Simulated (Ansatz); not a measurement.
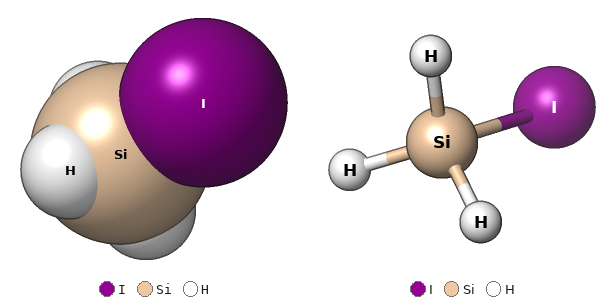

Both panels show the same species.

The geometry was computed by an optimisation with PBE0-D4/def2-TZVP.

Count the atoms of each element.

Answer. H3ISi, 5 atoms: 3 hydrogen, 1 iodine and 1 silicon.

What is the point group of this geometry?

Answer. C3v.

Count the bonded pairs by element.

Answer. 3 Si–H, 1 I–Si. Sticks follow a distance rule.

How many atoms are distinct by symmetry?

Answer. 3: 1 I, 1 Si, 3 H.

The parts below concern this one geometry. Atoms keep their numbers from picture to picture.

### Charges

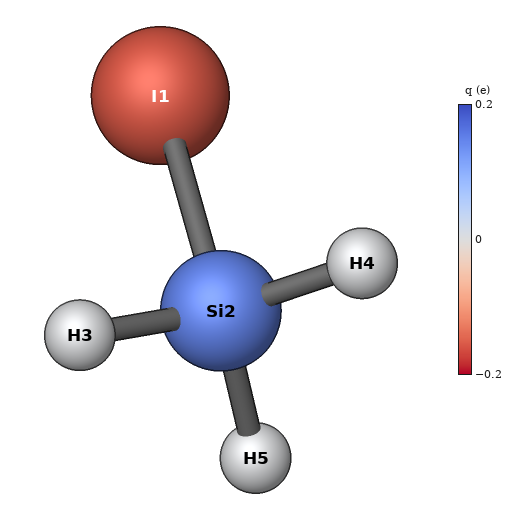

Atoms are coloured by their Mulliken charges. Method: RKS PBE0-D4/def2-TZVP, core potentials on I (Ansatz 0.2.0).

List the Mulliken charges.

| atom | value (e) |
| --- | --- |
| I1 | −0.15 |
| Si2 | 0.14 |
| H3 | 0.00 |
| H4 | 0.00 |
| H5 | 0.00 |

### Dipole moment

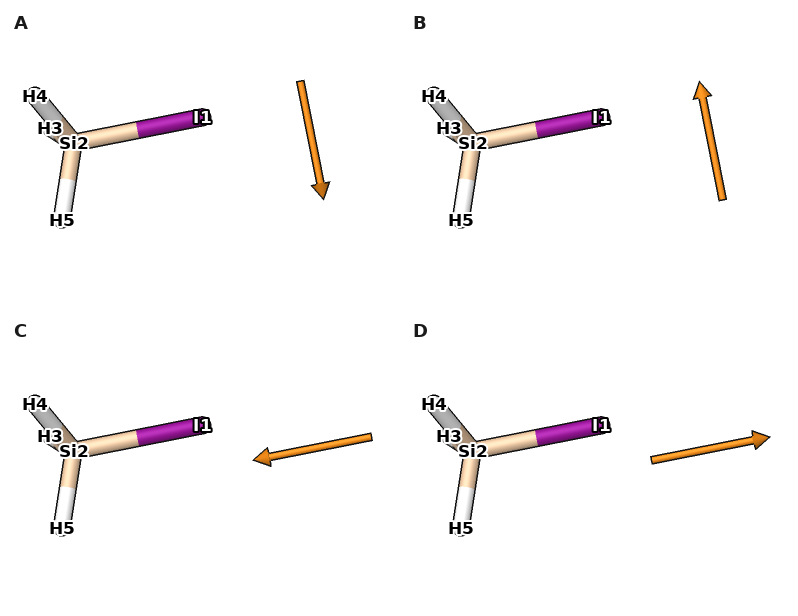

The same molecule four times, each with an arrow. Level of theory: RKS PBE0-D4/def2-TZVP, core potentials on I (Ansatz 0.2.0).

Which arrow points along the dipole moment, from the negative to the positive end?

Answer. C. The dipole moment is 1.14 D; it points from the side of I1 to the side of H3, H4, H5 (the outermost atoms at the two ends).

### Thermal motion

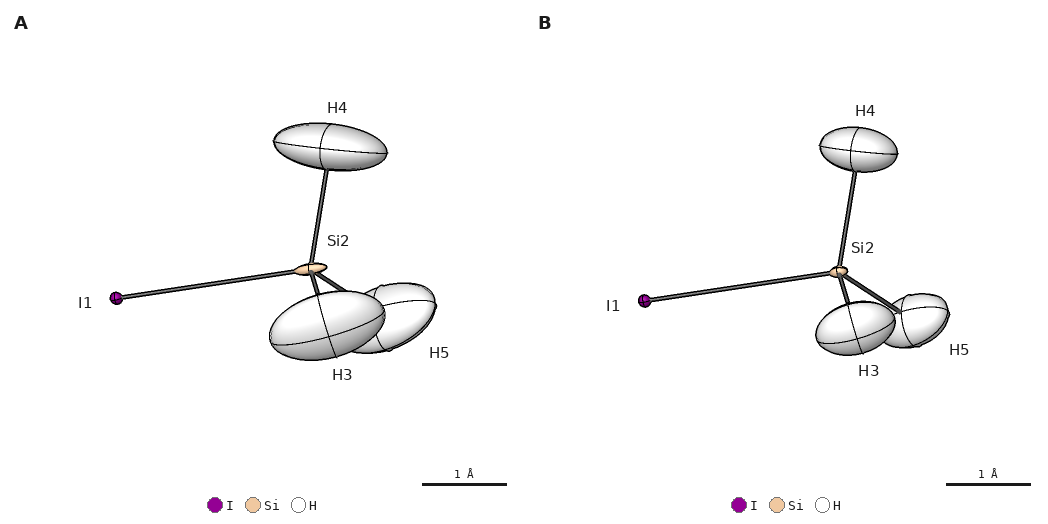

Displacement ellipsoids at the 50 % level, scaled by 2, from the internal vibrations of the free molecule (harmonic, no overall translation or rotation; no half-axis is drawn under 0.075 Å). Vibrations computed with RKS PBE0-D4/def2-TZVP, core potentials on I (Ansatz 0.2.0). One panel is for 100 K, the other for 900 K.

Which panel is for 900 K?

Answer. A.

How much does the mean-square displacement of Si2 grow, and why?

Answer. U_eq goes from 0.00050 to 0.0016 Å², a factor of 3.2. Modes below kT (626 cm⁻¹ at 900 K) grow about in proportion to T, and the lowest lies at 364 cm⁻¹; the mean-square amplitude of a mode is its zero-point value times coth(ħω/2kT), which comes close to 1 only above about 3kT.

Mulliken values depend strongly on the basis set and can even reverse the polarity of a bond.
